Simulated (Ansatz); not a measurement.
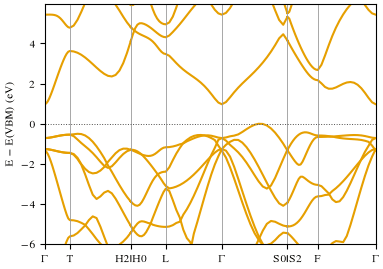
Figure: Band structure from PBE in the plane-wave PAW code Ansatz

Q: Read off the gap and where the band edges lie.

A: About 1.0 eV (0.97 eV by a search for the band edges); maximum on the Γ–S0 line, 58 % of the way from Γ, minimum at Γ.

The material is CdSiN2 in space group R-3m (No. 166; Cd on 3a, Si on 3b, N on 6c).

The start of the workflow was typed in or built on a structure type; neither database checked (COD, Materials Project) lists it. Its standing as an ambient phase is unchecked. The PBE relaxation kept the symmetry of its start; its stability against distortions is not shown here. Scalar-relativistic: spin–orbit coupling is off unless named, which matters more the heavier the elements.

Potentials: the earlier of the program's two PAW sets.
